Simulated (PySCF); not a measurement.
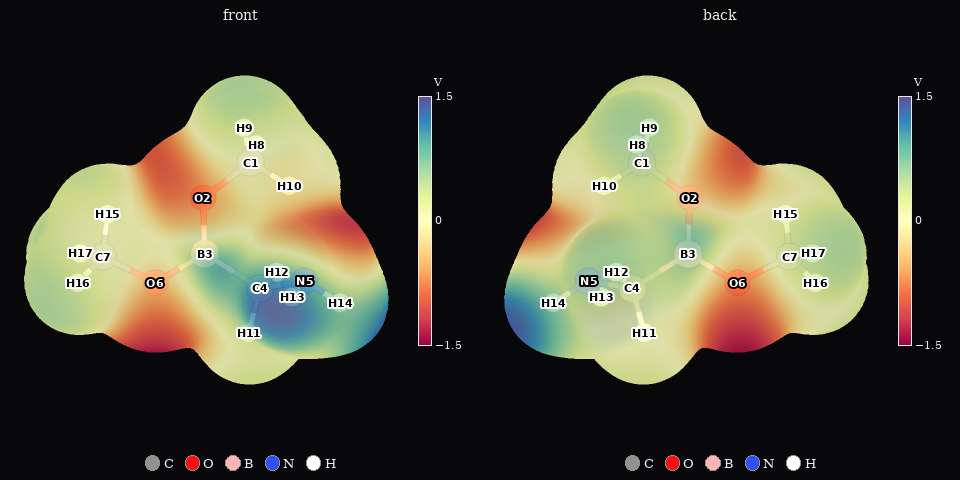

Figure 1: C3H10BNO2 (SMILES COB(CN)OC). The molecular electrostatic potential painted on the density surface at 0.002 e/bohr³, seen from the front and from behind; the colour scale runs from red (negative) to blue (positive).

Geometry: PBE0-D3(BJ)/def2-SVP.

Level of theory: PySCF, PBE0/def2-SVPD, SCF density, gas phase.

```yaml
atoms:
  - { symbol: C, position_ang: [-0.4489, 1.8590, 0.8341] }
  - { symbol: O, position_ang: [-0.8940, 0.6029, 0.3813] }
  - { symbol: B, position_ang: [-0.0991, -0.2918, -0.2617] }
  - { symbol: C, position_ang: [1.4593, -0.1027, -0.5194] }
  - { symbol: N, position_ang: [2.2077, 0.2254, 0.6905] }
  - { symbol: O, position_ang: [-0.6679, -1.4311, -0.7420] }
  - { symbol: C, position_ang: [-2.0431, -1.6944, -0.6366] }
  - { symbol: H, position_ang: [-0.5837, 2.6196, 0.0460] }
  - { symbol: H, position_ang: [-1.0647, 2.1554, 1.6967] }
  - { symbol: H, position_ang: [0.6110, 1.8215, 1.1308] }
  - { symbol: H, position_ang: [1.8347, -0.9885, -1.0704] }
  - { symbol: H, position_ang: [1.5564, 0.7471, -1.2225] }
  - { symbol: H, position_ang: [2.1734, -0.5487, 1.3505] }
  - { symbol: H, position_ang: [3.1926, 0.3722, 0.4804] }
  - { symbol: H, position_ang: [-2.5385, -1.0209, 0.0787] }
  - { symbol: H, position_ang: [-2.1833, -2.7367, -0.3105] }
  - { symbol: H, position_ang: [-2.5253, -1.5784, -1.6214] }
```

Where is the surface potential most negative and most positive?

The most negative region (about −1.4 V, or −32 kcal/mol for a unit charge) lies over O6, the most positive (about +1.4 V, or +32 kcal/mol for a unit charge) over H13 and H14. O6 is the likeliest acceptor of a hydrogen bond.

What dipole moment does the calculation give?

Its dipole moment is 0.59 D.
